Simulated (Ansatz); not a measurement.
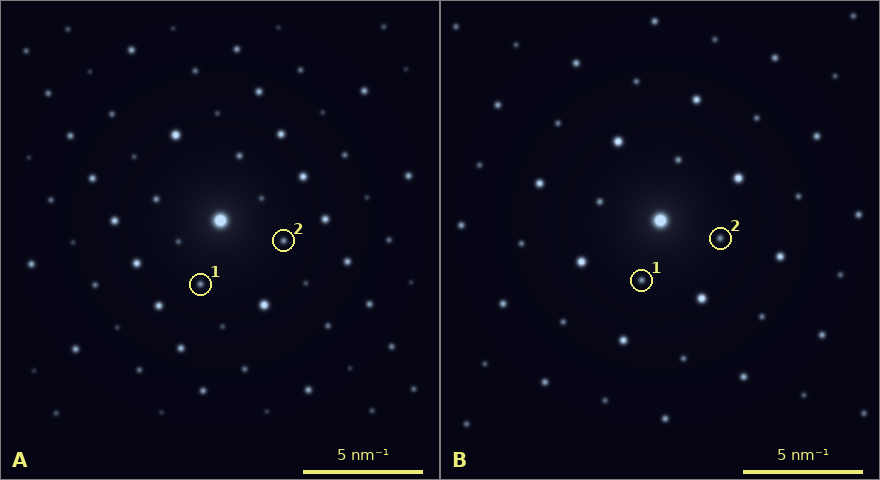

Kinematic electron diffraction patterns (120 kV, B = 0.5 Å², same scale) along [010] of the run's own cell, for the start and the end of one relaxation of CdP with DFT PBE, scalar-relativistic, plane waves, PAW (Ansatz 0.2.0). k mesh 10×14×10. The start is a generated model structure, and the relaxation ends in the nearest stationary point of its symmetry, not necessarily the ground state. Spot 1 is -1 0 -1 and spot 2 is -1 0 1 in both.

Start structure:

```
Cd P
1.0
     4.96031    0.00000    0.00000
     0.00000    3.28256    0.00000
     0.00000    0.00000    5.06451
Cd P
2 2
Direct
  0.75000 0.00000 0.68700
  0.25000 0.00000 0.31300
  0.75000 0.50000 0.18800
  0.25000 0.50000 0.81200
```

### Which pattern belongs to the start structure, and which to the relaxed one?

A is the start: its cell gives d(1) = 3.544 Å, d(2) = 3.544 Å and an angle of 88.8°. B is the relaxed structure, with d(1) = 3.780 Å (+6.7 %), d(2) = 3.780 Å (+6.7 %) and 90.0°.

### Name reflections whose intensity changes strongly on relaxation.

1 0 -2, 1 0 -4, 0 0 3 fade out of sight; 0 0 4 comes into sight; 2 0 2 goes from 26 to 53 % of the strongest spot; 0 0 2 goes from 52 to 100 % of the strongest spot. The relaxed structure has a primitive cell 2 times smaller, so superlattice reflections of the start become extinct.

### Summarise the relaxation behind the change.

The volume changed by -4.8 % to 19.62 Å³ an atom; with the mean shift removed, the atoms moved by up to 0.34 Å relative to the cell (Cd most); the space group went from Pmma (No. 51) to P4/mmm (No. 123); the free energy fell by 110 meV an atom. Relaxed cell: a = 5.345 Å, b = 2.747 Å, c = 5.346 Å, α = 90.00°, β = 90.00°, γ = 90.00°.
